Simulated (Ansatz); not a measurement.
**Two runs on Si$_{2}$H$_{4}$Cl$_{2}$OF$_{2}$**

System: Si$_{2}$H$_{4}$Cl$_{2}$OF$_{2}$.
Method of run 1: RKS B3LYP-D4/def2-TZVPP (Ansatz 0.2.0).

The geometry comes from this level: PBE0-D4/def2-TZVP. Text and figures count atoms from 1; the logs count them from 0 in places.

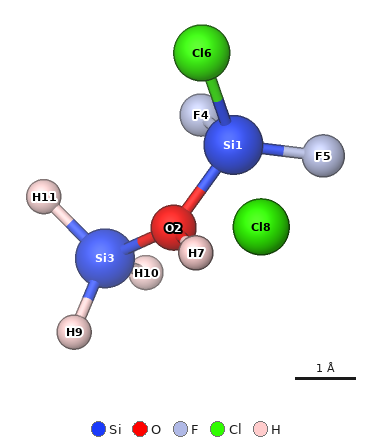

**Figure 1.** The structure (ball-and-stick view, seen at a tilt; atoms are numbered from 1 in the order of the input). Bond lengths as drawn: Cl–Si 2.02 Å, F–Si 1.57 to 1.61 Å, H–O 1.12 Å, H–Si 1.47 to 1.48 Å and O–Si 1.71 to 1.73 Å.

The input, run 1:
```yaml
crystal:
  periodic: [false, false, false]
  atoms:
    - {symbol: Si, position_ang: [-0.461479, 0.522027, 1.207927]}
    - {symbol: O, position_ang: [0.222842, 0.245454, -0.356330]}
    - {symbol: Si, position_ang: [0.265554, -1.148095, -1.349371]}
    - {symbol: F, position_ang: [-1.051961, -0.974399, 1.262811]}
    - {symbol: F, position_ang: [-1.805456, 1.335557, 1.281244]}
    - {symbol: Cl, position_ang: [0.741500, 0.495601, 2.826241]}
    - {symbol: H, position_ang: [0.613988, 1.284304, -0.473615]}
    - {symbol: Cl, position_ang: [0.600196, 2.655973, 0.428016]}
    - {symbol: H, position_ang: [1.045487, -0.701485, -2.522142]}
    - {symbol: H, position_ang: [-1.122080, -1.498318, -1.705717]}
    - {symbol: H, position_ang: [0.951411, -2.216620, -0.599063]}
basis:
  gaussian: {orbitals: def2-TZVPP}
hamiltonian: {xc: {name: B3LYP}, dispersion: d4}
```

Command:
```bash
ansatz run in.yaml --threads 4 --pin off --events-out ev --progress --plain --max-ram 66560MiB --backend cuda --devices 0, --max-vram 37GiB
```

Hardware: 4 CPU threads, shared host.

Output (run 1):
```
Functional definition: B3LYP
  parameter a0 = 0.2
  parameter ax = 0.72
  parameter ac = 0.81
  exchange = (1 - a0 - ax)*slater_x + ax*b88_x + a0*exact_x
  correlation = (1 - ac)*vwn_rpa_c + ac*lyp_c
1907 factors; their error is unknown
mean field evaluation 1: about -48353.3724 eV, gradient 6.8e1 eV
mean field evaluation 2: about -48343.6017 eV, gradient 1.1e2 eV
mean field evaluation 4: about -48359.7781 eV, gradient 4.4e0 eV
mean field evaluation 8: about -48359.8126 eV, gradient 8.8e-2 eV
mean field evaluation 16: about -48359.8979 eV, gradient 1.0e-4 eV
mean field -48359.89786786 eV, -1777.1934671278 hartree, gradient 1.8e-5 eV, S^2 0.000000; 0 other end points of the search recorded, 0 dependent functions left out
reference -48359.89818297 eV, -1777.1934787079 hartree; 46, 46 occupied and 271, 271 virtual orbitals, 1907 factors
Total energy: -48360.49181899 eV, -1777.2152944292 hartree
```

For run 2 the input was changed thus:
```diff
-    - {symbol: Si, position_ang: [-0.461479, 0.522027, 1.207927]}
-    - {symbol: O, position_ang: [0.222842, 0.245454, -0.356330]}
-    - {symbol: Si, position_ang: [0.265554, -1.148095, -1.349371]}
-    - {symbol: F, position_ang: [-1.051961, -0.974399, 1.262811]}
-    - {symbol: F, position_ang: [-1.805456, 1.335557, 1.281244]}
-    - {symbol: Cl, position_ang: [0.741500, 0.495601, 2.826241]}
-    - {symbol: H, position_ang: [0.613988, 1.284304, -0.473615]}
-    - {symbol: Cl, position_ang: [0.600196, 2.655973, 0.428016]}
-    - {symbol: H, position_ang: [1.045487, -0.701485, -2.522142]}
-    - {symbol: H, position_ang: [-1.122080, -1.498318, -1.705717]}
-    - {symbol: H, position_ang: [0.951411, -2.216620, -0.599063]}
+    - {symbol: Si, position_ang: [-0.710888, 0.009436, 1.468225]}
+    - {symbol: O, position_ang: [-0.060528, -0.003447, 0.003241]}
+    - {symbol: Si, position_ang: [0.528469, -1.034476, -1.164396]}
+    - {symbol: F, position_ang: [-2.203221, -0.480336, 1.411091]}
+    - {symbol: F, position_ang: [-0.711670, 1.493042, 1.981118]}
+    - {symbol: Cl, position_ang: [0.305106, -1.155415, 2.754969]}
+    - {symbol: H, position_ang: [0.252298, 2.020728, -0.665390]}
+    - {symbol: Cl, position_ang: [0.525092, 3.087186, -1.326393]}
+    - {symbol: H, position_ang: [1.161451, -0.184463, -2.193981]}
+    - {symbol: H, position_ang: [-0.601723, -1.807169, -1.729301]}
+    - {symbol: H, position_ang: [1.515615, -1.945086, -0.539183]}
```

How does run 2 compare with run 1?

With the same method and basis, run 2 lies 28.9 kcal/mol lower.

Output (run 2):
```
Functional definition: B3LYP
  parameter a0 = 0.2
  parameter ax = 0.72
  parameter ac = 0.81
  exchange = (1 - a0 - ax)*slater_x + ax*b88_x + a0*exact_x
  correlation = (1 - ac)*vwn_rpa_c + ac*lyp_c
1907 factors; their error is unknown
mean field evaluation 1: about -48353.7575 eV, gradient 7.2e1 eV
mean field evaluation 2: about -48339.9216 eV, gradient 1.2e2 eV
mean field evaluation 4: about -48361.0708 eV, gradient 6.0e0 eV
mean field evaluation 8: about -48361.1209 eV, gradient 2.7e-1 eV
mean field evaluation 16: about -48361.2091 eV, gradient 7.4e-5 eV
mean field -48361.20909246 eV, -1777.2416537431 hartree, gradient 8.1e-5 eV, S^2 0.000000; 0 other end points of the search recorded, 0 dependent functions left out
reference -48361.20942051 eV, -1777.2416657985 hartree; 46, 46 occupied and 271, 271 virtual orbitals, 1907 factors
Total energy: -48361.74366765 eV, -1777.2612990191 hartree
```

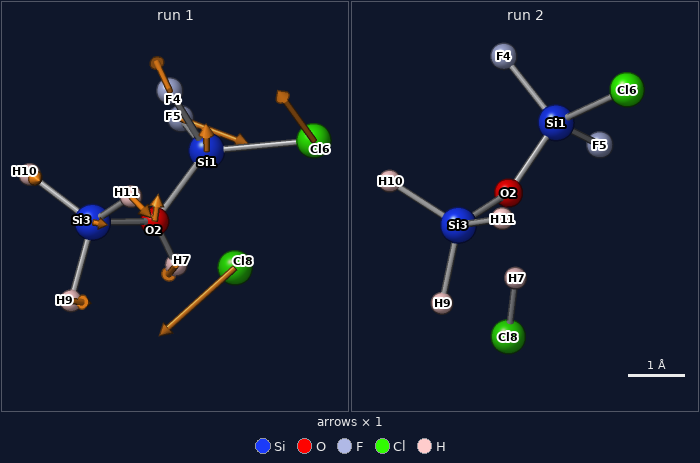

**Figure 2.** The two input geometries at one scale (ball-and-stick view, seen at a tilt). The orange arrows on the first give the shifts of the atoms after the best rigid fit, at true length. Cl8 moves most after the best rigid fit: 1.88 Å. Largest moves by element: Cl 1.88 Å, F 1.38 Å, H 0.83 Å, Si 0.58 Å, O 0.52 Å. Among the contacts that change: O2–H7 1.116 → 2.155 Å, H7–Cl8 1.642 → 1.284 Å, Si1–O2 1.730 → 1.603 Å, O2–Si3 1.712 → 1.665 Å.

The two runs side by side:

| quantity | run 1 | run 2 |
| --- | --- | --- |
| outcome | converged | converged |
| total energy (hartree) | −1777.215294 | −1777.261299 |
| basis functions | 317 | 317 |
| wall time (shared host) | 3.9 s | 3 s |
